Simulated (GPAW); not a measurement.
# Collinear magnetic orders of 1 ML Cr on Mo(110), 2 substrate layers with GPAW

A self-consistent run ends on one state, which hangs on the start. Several orders of 1 ML Cr on Mo(110), 2 substrate layers are started in GPAW and their energies compared.

Method: revPBE; plane waves with GPAW's PAW setups, scalar-relativistic, in GPAW 26.7.0.

## (1) Starting point

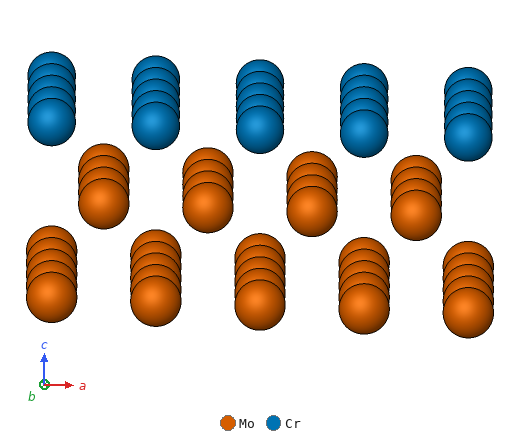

The starting structure, seen nearly edge on (molybdenum orange, chromium blue). 4×4×1 cells are drawn. Some periodic images of atoms are drawn too.

The cell holds 3 atoms: 2 Mo and 1 Cr. Cell: a = 2.725 Å, b = 2.725 Å, c = 18.348 Å, α = 90.0°, β = 90.0°, γ = 109.5°. pseudomorphic film on the substrate's lattice, hard-sphere layer spacings, unrelaxed, 14 A of vacuum. Vacuum lies along c.

As a file:

```cif
data_structure
_symmetry_space_group_name_H-M 'P 1'
_symmetry_Int_Tables_number 1
_cell_length_a 2.7252
_cell_length_b 2.7252
_cell_length_c 18.3483
_cell_angle_alpha 90.000
_cell_angle_beta 90.000
_cell_angle_gamma 109.471
_cell_volume 128.48
loop_
_atom_site_label
_atom_site_type_symbol
_atom_site_fract_x
_atom_site_fract_y
_atom_site_fract_z
_atom_site_occupancy
Mo1 Mo 0.00000 0.00000 0.38151 1
Mo2 Mo 0.50000 0.50000 0.50278 1
Cr3 Cr 0.00000 0.00000 0.61849 1
```

## (2) Start 1: ferro +

The parallel start comes first: it fits the smallest cell, keeps the most symmetry and shows whether parallel moments form.

order1.py reads:

```python
import json
import numpy as np
from ase import Atoms
from ase.parallel import paropen, parprint
from gpaw import GPAW

atoms = Atoms(['Mo', 'Mo', 'Cr'],
    cell=[[1.573415, -2.225145, 0.0],
         [1.573415, 2.225145, 0.0],
         [0.0, 0.0, 18.348301]],
    scaled_positions=[[0.0, 0.0, 0.381507],
         [0.5, 0.5, 0.502779],
         [0.0, 0.0, 0.618493]],
    pbc=True,
    magmoms=[0.0, 0.0, 2.5])
atoms.calc = GPAW(mode={'name': 'pw', 'ecut': 550},
    xc='revPBE',
    kpts={'size': (10, 10, 1), 'gamma': True},
    occupations={'name': 'fermi-dirac', 'width': 0.1},
    convergence={'density': 1e-05, 'energy': 1e-05},
    maxiter=200,
    symmetry={'tolerance': 1e-4},
    txt='order1.txt')
e = atoms.get_potential_energy(force_consistent=True)
res = {'free_energy': e, 'energy_sigma0': atoms.get_potential_energy(), 'fermi_energy': atoms.calc.get_fermi_level()}
res['moments'] = atoms.get_magnetic_moments().tolist()
res['total'] = atoms.get_magnetic_moment()
parprint('site moments (muB):', np.round(res['moments'], 3))
parprint(f"total moment: {res['total']:.3f} muB")
parprint(f'free energy: {e:.6f} eV')
atoms.calc.write('order1.gpw')
with paropen('results.json', 'w') as f:
    json.dump(res, f)
```

Launch:

```sh
OMP_NUM_THREADS=1 mpirun -n 2 gpaw python order1.py > order1.log
```

Output:

```text
site moments (muB): [ 0.061 -0.28   2.481]
total moment: 2.732 muB
free energy: -27.881261 eV

--- order1.txt ---
Input parameters:
  mode=PW(ecut=550),
  convergence={'density': 1e-05, 'energy': 1e-05},
  kpts=MonkhorstPack(size=(10, 10, 1), gamma=True),
  maxiter=200,
  occupations=Occupations(name='fermi-dirac', width=0.1),
  symmetry=Symmetry(tolerance=0.0001),
  xc=XC(name='revPBE')

Diagonalizing LCAO Hamiltonian
Converting LCAO to pw mode

       Cr

           Mo

       Mo

Atoms  # Å, Bohr magnetons
|   | symbol |        x |        y |         z |    initial magnetic moments |
|---|--------|----------|----------|-----------|-----------------------------|
| 0 |     Mo | 0.000000 | 0.000000 |  7.000005 | ( 0.0000,  0.0000,  0.0000) |
| 1 |     Mo | 1.573415 | 0.000000 |  9.225140 | ( 0.0000,  0.0000,  0.0000) |
| 2 |     Cr | 0.000000 | 0.000000 | 11.348296 | ( 0.0000,  0.0000,  2.5000) |

Unit cell  # Å
| periodic |        x |         y |         z |   lengths |     angles |
|----------|----------|-----------|-----------|-----------|------------|
|      yes | 1.573415 | -2.225145 |  0.000000 |  2.725235 |  90.000000 |
|      yes | 1.573415 |  2.225145 |  0.000000 |  2.725235 |  90.000000 |
|      yes | 0.000000 |  0.000000 | 18.348301 | 18.348301 | 109.471225 |

Number of symmetries: 4

BZ-sampling:
  Number of BZ points: 100
  Number of IBZ points: 31

  Monkhorst-Pack size: [10, 10, 1]
  Monkhorst-Pack shift: [0.05, 0.05, 0.0]

K-points  # in reciprocal-cell coordinates
|     |                                coordinates |     weight |
|-----|--------------------------------------------|------------|
|   0 | (  0.00000000,   0.00000000,   0.00000000) | 0.01000000 |
|   1 | (  0.10000000,  -0.10000000,   0.00000000) | 0.02000000 |
|   2 | (  0.10000000,   0.00000000,   0.00000000) | 0.04000000 |
|   3 | (  0.10000000,   0.10000000,   0.00000000) | 0.02000000 |
|   4 | (  0.20000000,  -0.20000000,   0.00000000) | 0.02000000 |
|   5 | (  0.20000000,  -0.10000000,   0.00000000) | 0.04000000 |
|   6 | (  0.20000000,   0.00000000,   0.00000000) | 0.04000000 |
|   7 | (  0.20000000,   0.10000000,   0.00000000) | 0.04000000 |
|   8 | (  0.20000000,   0.20000000,   0.00000000) | 0.02000000 |
|   9 | (  0.30000000,  -0.30000000,   0.00000000) | 0.02000000 |
| ... |                                            |            |
|  30 | (  0.50000000,   0.50000000,   0.00000000) | 0.01000000 |

Plane wave coefficients: 3784
Cutoff: 550.0 eV

Spin-components: 2 (collinear spins)
Bands:           26
Projectors:      18
Spin-degeneracy: 1
Datatype:        complex128

Parallelization:
  kpt:    2
  domain: 1
  band:   1

Density:
  Valence electrons: 34.0
  Components: 2
  Grid points: [ 15  15 100]
  Charge: 0.0  # |e|

Potential:
  Grid points: [ 15  15 100]

species:
  Mo:
    name:    Molybdenum
    Z:       42.0
    valence: 14
    core:    28
    charge:  0.0  # [|e|]
    compensation charges:
      type: gauss
      rc: 0.38  # [Å]
      lmax: 2
    cutoffs:
      filter: 2.16  # [Å]
      core: 1.42  # [Å]
    projectors
    | kind |    occ | energy [eV] | rcut [Å] |
    |------|--------|-------------|----------|
    |   4s |  2.000 |     -64.252 |    1.238 |
    |   5s |  1.000 |      -3.999 |    1.238 |
    |   4p |  6.000 |     -38.444 |    1.296 |
    |   5p |  0.000 |      -1.008 |    1.296 |
    |   4d |  5.000 |      -3.700 |    1.296 |
    |    d |        |      23.512 |    1.296 |

    Using partial waves for Mo as LCAO basis

  Cr:
    name:    Chromium
    Z:       24.0
    valence: 6
    core:    18
    charge:  0.0  # [|e|]
    compensation charges:
      type: gauss
      rc: 0.35  # [Å]
      lmax: 2
    cutoffs:
      filter: 2.14  # [Å]
      core: 3.04  # [Å]
    projectors
    | kind |    occ | energy [eV] | rcut [Å] |
    |------|--------|-------------|----------|
    |   4s |  1.000 |      -3.933 |    1.164 |
    |   4p |  0.000 |      -0.966 |    1.217 |
    |   3d |  5.000 |      -2.850 |    1.111 |
    |    s |        |      23.278 |    1.164 |
    |    p |        |      26.245 |    1.217 |
    |    d |        |      24.362 |    1.111 |

    Using partial waves for Cr as LCAO basis

Reference energy: -248865.021045  # eV

eigensolver:
  PPCG
  Converge bands: occupied
  niter=2

density mixing:
  MSR1-Mixer
  Pratt-step length: 0.05
  Maximum mixing coefficient: 0.75
  Old densities: 10
  SVD Regularization: 0.005
  Good broyden scale: 1.0
  Trust region scale: 1.0
  Backstep threshold: 4.0
  History deletion threshold: 6.0
  Fourier metric: weight=20.0, sigma=0.015

occupation numbers:
  Fermi-Dirac:
    width: 0.1000  # eV

poisson solver:
  ecut: 4400.0  # eV

xc functional:
  name: revPBE with 2 nearest neighbor stencil

convergence criteria:
- Maximum integral of absolute [dens]ity change: 1e-05 electrons / valence electron
- Maximum [total energy] change in last 3 cyles: 1e-05 eV / valence electron
- Maximum integral of absolute [eigenst]ate change: 4e-08 eV^2 / valence electron
maximum number of iterations: 200

SCF iterations
|iter     |      energy | eigst |  dens |  magmom |
|---------|-------------|-------|-------|---------|
|iter:   1|       0s |  -38.575132 | +0.38 |       |  +2.4889|
|iter:   2|       4s |  -60.771990 | +0.35 | -0.50 |  +2.4096|
|iter:   3|       8s |  -30.075966 | -0.36 | -0.38 |  +2.4053|
|iter:   4|      13s |  -29.992431 | -1.10 | -0.87 |  +2.3956|
|iter:   5|      17s |  -28.548132 | -1.23 | -0.80 |  +2.3183|
|iter:   6|      22s |  -28.305091 | -1.18 | -1.02 |  +2.2185|
|iter:   7|      26s |  -27.931316 | -2.02 | -1.07 |  +2.1465|
|iter:   8|      30s |  -27.753263 | -1.81 | -1.23 |  +1.9974|
|iter:   9|      35s |  -27.758062 | -2.30 | -1.48 |  +1.9214|
|iter:  10|      39s |  -27.755726 | -2.89 | -1.54 |  +1.8828|
[... 15 iterations left out ...]
|iter:  26|     108s |  -27.813433 | -3.89 | -2.04 |  +2.7174|
|iter:  27|     112s |  -27.813525 | -5.16 | -3.39 |  +2.7407|
|iter:  28|     116s |  -27.813481c| -6.04 | -3.55 |  +2.7350|
|iter:  29|     120s |  -27.813444c| -6.07 | -3.93 |  +2.7325|
|iter:  30|     124s |  -27.813450c| -6.34 | -3.71 |  +2.7331|
|iter:  31|     128s |  -27.813452c| -7.10 | -4.41 |  +2.7327|
|iter:  32|     132s |  -27.813444c| -7.55c| -4.31 |  +2.7327|
|iter:  33|     134s |  -27.813447c| -7.69c| -4.49 |  +2.7323|
|iter:  34|     136s |  -27.813440c| -7.71c| -4.38 |  +2.7320|
|iter:  35|     137s |  -27.813439c| -8.14c| -5.28c|  +2.7320|

Converged in 35 steps
Energy contributions relative to reference atoms: (reference = -248865.021045)

Energy contributions:
  Kinetic:         -43.978859
  Coulomb:          28.127323
  Zero:             -0.502831
  External:          0.000000
  Xc:              -11.391251
  Entropy:          -0.135644
  Spinorbit:         0.000000
  ----------------------------
  Free energy:     -27.881261
  Extrapolated:    -27.813439

dipole moment: (-19.356090, 0.000000, 0.055083)  # |e|*Ang

Total magnetic moment: (0.000000, 0.000000, 2.732033)

Local magnetic moments
|        x |        y |         z |
|----------|----------|-----------|
| 0.000000 | 0.000000 |  0.061470 |  # Mo   0
| 0.000000 | 0.000000 | -0.279992 |  # Mo   1
| 0.000000 | 0.000000 |  2.480789 |  # Cr   2

Fermi level: 1.753
Eigenvalues  # (at kpt = [0.000, 0.000, 0.000])
| band index |      eig [eV] | occ [0-1] |      eig [eV] | occ [0-1] |
|------------|---------------|-----------|---------------|-----------|
|          0 |       -59.375 |     1.000 |       -59.521 |     1.000 |
|        ... |               |           |               |           |
|         10 |        -2.922 |     1.000 |        -2.368 |     1.000 |
|         11 |        -1.086 |     1.000 |        -1.087 |     1.000 |
|         12 |        -0.321 |     1.000 |        -0.002 |     1.000 |
|         13 |         0.108 |     1.000 |         0.454 |     1.000 |
|         14 |         0.276 |     1.000 |         1.476 |     0.941 |
|         15 |         0.476 |     1.000 |         1.538 |     0.896 |
|         16 |         0.675 |     1.000 |         2.049 |     0.049 |
|         17 |         1.088 |     0.999 |         2.089 |     0.033 |
|         18 |         1.605 |     0.815 |         2.905 |     0.000 |
|         19 |         1.681 |     0.673 |         3.259 |     0.000 |
|         20 |         2.284 |     0.005 |         3.385 |     0.000 |
|         21 |         2.556 |     0.000 |         3.534 |     0.000 |
|         22 |         3.230 |     0.000 |         3.695 |     0.000 |
|         23 |         3.429 |     0.000 |         3.825 |     0.000 |
|         24 |         3.731 |     0.000 |         3.985 |     0.000 |
|         25 |         4.066 |     0.000 |         4.410 |     0.000 |

No gap
No difference between direct/indirect transitions
```

Elapsed: 2.4 min, on 2 MPI ranks of Arm Neoverse V1, shared host; peak memory 0.55 GiB.

Spin moment in the augmentation sphere by atom:

```
atom  spin moment in the augmentation sphere (μB)
 Mo1                                         0.06
 Mo2                                        -0.28
 Cr3                                         2.48
```

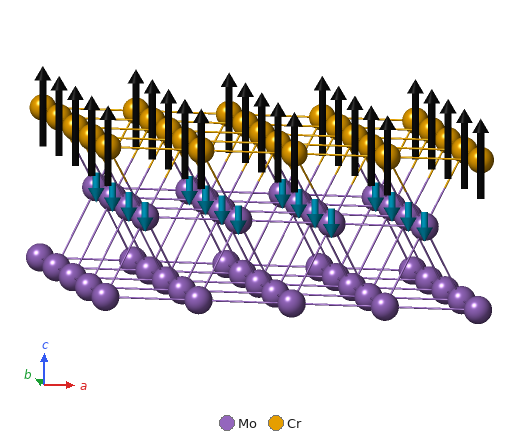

Spin moment in the augmentation sphere as arrows, the longest 2.48 μB. Up and down stand for the sign. Arrows give size and sign along the axis of quantisation, drawn up and down the page. Each arrow also spans its atom, so small moments look longer than they are. The two directions have two colours. 4×4×1 cells are drawn. Some periodic images of atoms are drawn too.

This step gave:

| Item | Value |
| --- | --- |
| magnetization | 2.732 μB |
| final state | ferromagnetic |

After 35 cycles the largest moment stands at 2.48 μB.

## (3) Run 2 (antiferro q=(0,1/2,0) +-)

Reversing part of the moments tests the sign of the couplings between them.

The cell is doubled to 6 atoms to hold this order. Its mesh is chosen so that both cells sample the same points.

order2.py reads:

```python
import json
import numpy as np
from ase import Atoms
from ase.parallel import paropen, parprint
from gpaw import GPAW

atoms = Atoms(['Mo', 'Mo', 'Mo', 'Mo', 'Cr', 'Cr'],
    cell=[[1.573415, -2.225145, 0.0],
         [3.14683, 4.45029, 0.0],
         [0.0, 0.0, 18.348301]],
    scaled_positions=[[0.0, 0.0, 0.381507],
         [0.0, 0.5, 0.381507],
         [0.5, 0.25, 0.502779],
         [0.5, 0.75, 0.502779],
         [0.0, 0.0, 0.618493],
         [0.0, 0.5, 0.618493]],
    pbc=True,
    magmoms=[0.0, 0.0, 0.0, 0.0, 2.5, -2.5])
atoms.calc = GPAW(mode={'name': 'pw', 'ecut': 550},
    xc='revPBE',
    kpts={'size': (10, 5, 1), 'gamma': True},
    occupations={'name': 'fermi-dirac', 'width': 0.1},
    convergence={'density': 1e-05, 'energy': 1e-05},
    maxiter=200,
    symmetry={'tolerance': 1e-4},
    txt='order2.txt')
e = atoms.get_potential_energy(force_consistent=True)
res = {'free_energy': e, 'energy_sigma0': atoms.get_potential_energy(), 'fermi_energy': atoms.calc.get_fermi_level()}
res['moments'] = atoms.get_magnetic_moments().tolist()
res['total'] = atoms.get_magnetic_moment()
parprint('site moments (muB):', np.round(res['moments'], 3))
parprint(f"total moment: {res['total']:.3f} muB")
parprint(f'free energy: {e:.6f} eV')
atoms.calc.write('order2.gpw')
with paropen('results.json', 'w') as f:
    json.dump(res, f)
```

Launch:

```sh
OMP_NUM_THREADS=1 mpirun -n 2 gpaw python order2.py > order2.log
```

Output:

```text
site moments (muB): [-0.115  0.115 -0.    -0.     2.822 -2.822]
total moment: 0.000 muB
free energy: -56.209440 eV

--- order2.txt ---
Input parameters:
  mode=PW(ecut=550),
  convergence={'density': 1e-05, 'energy': 1e-05},
  kpts=MonkhorstPack(size=(10, 5, 1), gamma=True),
  maxiter=200,
  occupations=Occupations(name='fermi-dirac', width=0.1),
  symmetry=Symmetry(tolerance=0.0001),
  xc=XC(name='revPBE')

Diagonalizing LCAO Hamiltonian
Converting LCAO to pw mode

             Cr
       Cr
                 Mo

           Mo
             Mo
       Mo

Atoms  # Å, Bohr magnetons
|   | symbol |        x |        y |         z |    initial magnetic moments |
|---|--------|----------|----------|-----------|-----------------------------|
| 0 |     Mo | 0.000000 | 0.000000 |  7.000005 | ( 0.0000,  0.0000,  0.0000) |
| 1 |     Mo | 1.573415 | 2.225145 |  7.000005 | ( 0.0000,  0.0000,  0.0000) |
| 2 |     Mo | 1.573415 | 0.000000 |  9.225140 | ( 0.0000,  0.0000,  0.0000) |
| 3 |     Mo | 3.146830 | 2.225145 |  9.225140 | ( 0.0000,  0.0000,  0.0000) |
| 4 |     Cr | 0.000000 | 0.000000 | 11.348296 | ( 0.0000,  0.0000,  2.5000) |
| 5 |     Cr | 1.573415 | 2.225145 | 11.348296 | ( 0.0000,  0.0000, -2.5000) |

Unit cell  # Å
| periodic |        x |         y |         z |   lengths |     angles |
|----------|----------|-----------|-----------|-----------|------------|
|      yes | 1.573415 | -2.225145 |  0.000000 |  2.725235 |  90.000000 |
|      yes | 3.146830 |  4.450290 |  0.000000 |  5.450470 |  90.000000 |
|      yes | 0.000000 |  0.000000 | 18.348301 | 18.348301 | 109.471225 |

Number of symmetries: 2

BZ-sampling:
  Number of BZ points: 50
  Number of IBZ points: 26

  Monkhorst-Pack size: [10, 5, 1]
  Monkhorst-Pack shift: [0.05, 0.0, 0.0]

Plane wave coefficients: 7560
Cutoff: 550.0 eV

Spin-components: 2 (collinear spins)
Bands:           45
Projectors:      36
Spin-degeneracy: 1
Datatype:        complex128

Parallelization:
  kpt:    2
  domain: 1
  band:   1

Density:
  Valence electrons: 68.0
  Components: 2
  Grid points: [ 15  30 100]
  Charge: 0.0  # |e|

Potential:
  Grid points: [ 15  30 100]

[... setups left out ...]
Reference energy: -497730.042090  # eV

eigensolver:
  PPCG
  Converge bands: occupied
  niter=2

density mixing:
  MSR1-Mixer
  Pratt-step length: 0.05
  Maximum mixing coefficient: 0.75
  Old densities: 10
  SVD Regularization: 0.005
  Good broyden scale: 1.0
  Trust region scale: 1.0
  Backstep threshold: 4.0
  History deletion threshold: 6.0
  Fourier metric: weight=20.0, sigma=0.015

occupation numbers:
  Fermi-Dirac:
    width: 0.1000  # eV

poisson solver:
  ecut: 4400.0  # eV

xc functional:
  name: revPBE with 2 nearest neighbor stencil

convergence criteria:
- Maximum integral of absolute [dens]ity change: 1e-05 electrons / valence electron
- Maximum [total energy] change in last 3 cyles: 1e-05 eV / valence electron
- Maximum integral of absolute [eigenst]ate change: 4e-08 eV^2 / valence electron
maximum number of iterations: 200

SCF iterations
|iter     |      energy | eigst |  dens |  magmom |
|---------|-------------|-------|-------|---------|
|iter:   1|       0s |  -77.406230 | +0.44 |       |  +0.0000|
|iter:   2|      13s | -114.802343 | +1.13 | -0.50 |  +0.0000|
|iter:   3|      27s |  -62.233086 | +0.03 | -0.46 |  -0.0000|
|iter:   4|      41s |  -76.244102 | +0.53 | -0.81 |  +0.0000|
|iter:   5|      54s |  -57.666251 | -0.40 | -0.60 |  +0.0000|
|iter:   6|      68s |  -56.318070 | -0.85 | -1.00 |  +0.0000|
|iter:   7|      82s |  -56.215623 | -1.29 | -1.20 |  +0.0000|
|iter:   8|      95s |  -55.852002 | -1.75 | -1.29 |  +0.0000|
|iter:   9|     109s |  -55.834146 | -2.18 | -1.44 |  +0.0000|
|iter:  10|     123s |  -55.817014 | -2.79 | -1.52 |  -0.0000|
[... 12 iterations left out ...]
|iter:  23|     300s |  -56.094833 | -4.90 | -2.54 |  -0.0001|
|iter:  24|     314s |  -56.094229 | -4.43 | -2.74 |  +0.0000|
|iter:  25|     327s |  -56.094339c| -4.93 | -3.77 |  +0.0003|
|iter:  26|     341s |  -56.094203c| -5.17 | -3.12 |  -0.0000|
|iter:  27|     355s |  -56.094198c| -6.07 | -3.91 |  +0.0000|
|iter:  28|     368s |  -56.094202c| -6.62 | -4.14 |  +0.0001|
|iter:  29|     382s |  -56.094201c| -6.53 | -4.35 |  +0.0001|
|iter:  30|     395s |  -56.094199c| -6.82 | -4.19 |  +0.0001|
|iter:  31|     409s |  -56.094198c| -7.56c| -4.71 |  +0.0000|
|iter:  32|     415s |  -56.094199c| -7.82c| -5.01c|  +0.0000|

Converged in 32 steps
Energy contributions relative to reference atoms: (reference = -497730.042090)

Energy contributions:
  Kinetic:         -84.756816
  Coulomb:          53.681694
  Zero:             -1.024942
  External:          0.000000
  Xc:              -23.878896
  Entropy:          -0.230481
  Spinorbit:         0.000000
  ----------------------------
  Free energy:     -56.209440
  Extrapolated:    -56.094199

dipole moment: (-38.701966, 0.000022, 0.046149)  # |e|*Ang

Total magnetic moment: (0.000000, 0.000000, 0.000031)

Local magnetic moments
|        x |        y |         z |
|----------|----------|-----------|
| 0.000000 | 0.000000 | -0.115153 |  # Mo   0
| 0.000000 | 0.000000 |  0.115160 |  # Mo   1
| 0.000000 | 0.000000 | -0.000008 |  # Mo   2
| 0.000000 | 0.000000 | -0.000008 |  # Mo   3
| 0.000000 | 0.000000 |  2.822139 |  # Cr   4
| 0.000000 | 0.000000 | -2.822099 |  # Cr   5

Fermi level: 1.624
Eigenvalues  # (at kpt = [0.000, 0.000, 0.000])
| band index |      eig [eV] | occ [0-1] |      eig [eV] | occ [0-1] |
|------------|---------------|-----------|---------------|-----------|
|          0 |       -59.539 |     1.000 |       -59.539 |     1.000 |
|        ... |               |           |               |           |
|         26 |        -0.107 |     1.000 |        -0.107 |     1.000 |
|         27 |         0.179 |     1.000 |         0.179 |     1.000 |
|         28 |         0.380 |     1.000 |         0.380 |     1.000 |
|         29 |         0.913 |     0.999 |         0.913 |     0.999 |
|         30 |         0.997 |     0.998 |         0.997 |     0.998 |
|         31 |         1.276 |     0.970 |         1.276 |     0.970 |
|         32 |         1.301 |     0.962 |         1.301 |     0.962 |
|         33 |         1.529 |     0.720 |         1.529 |     0.720 |
|         34 |         1.804 |     0.141 |         1.804 |     0.141 |
|         35 |         2.037 |     0.016 |         2.037 |     0.016 |
|         36 |         2.617 |     0.000 |         2.617 |     0.000 |
|         37 |         3.038 |     0.000 |         3.038 |     0.000 |
|         38 |         3.167 |     0.000 |         3.167 |     0.000 |
|         39 |         3.198 |     0.000 |         3.198 |     0.000 |
|         40 |         3.274 |     0.000 |         3.274 |     0.000 |
|         41 |         3.281 |     0.000 |         3.281 |     0.000 |
|        ... |               |           |               |           |
|         44 |         3.883 |     0.000 |         3.883 |     0.000 |

No gap
No difference between direct/indirect transitions
```

It took 7.3 min on 2 MPI ranks; peak memory 0.91 GiB; 15 min of CPU time.

Spin moment in the augmentation sphere by atom:

```
atom  spin moment in the augmentation sphere (μB)
 Mo1                                        -0.12
 Mo2                                         0.12
 Mo3                                         0.00
 Mo4                                         0.00
 Cr5                                         2.82
 Cr6                                        -2.82
```

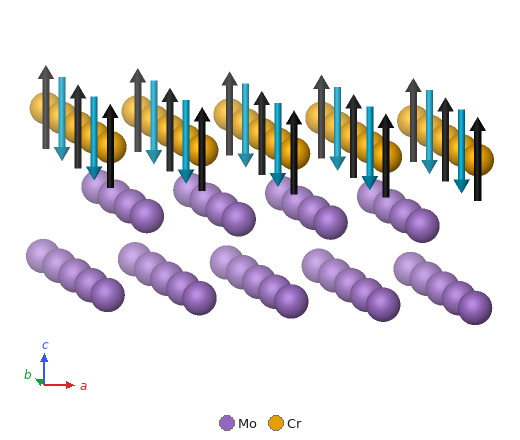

Spin moment in the augmentation sphere as arrows, the longest 2.82 μB. Up and down stand for the sign. Arrows give size and sign along the axis of quantisation, drawn up and down the page. The two directions have two colours. 4×2×1 cells are drawn. Some periodic images of atoms are drawn too.

Read from the output:

```
magnetization : 0 μB
final state   : antiferromagnetic
```

It lies 223 meV a seeded atom under the first start, and its largest moment is 2.82 μB against 2.48 μB.

[end of part 1 of 2]

[Logs and program files are shortened in this print: banners, set-up blocks, solver, clock and traceback lines can be left out without a mark of their own.]

[Logs are printed without paths, hosts, clocks, repeated set-up lines and the standing remarks that a program may print on its own settings, such as how far it seeks lower states.]

[Hosts, paths, dates, database ids (printed as entryN), source tags and the programs' standing remarks are cut or masked in the printed files.]

[Where a cell is said to come from a database of computed structures, the database is the Materials Project.]
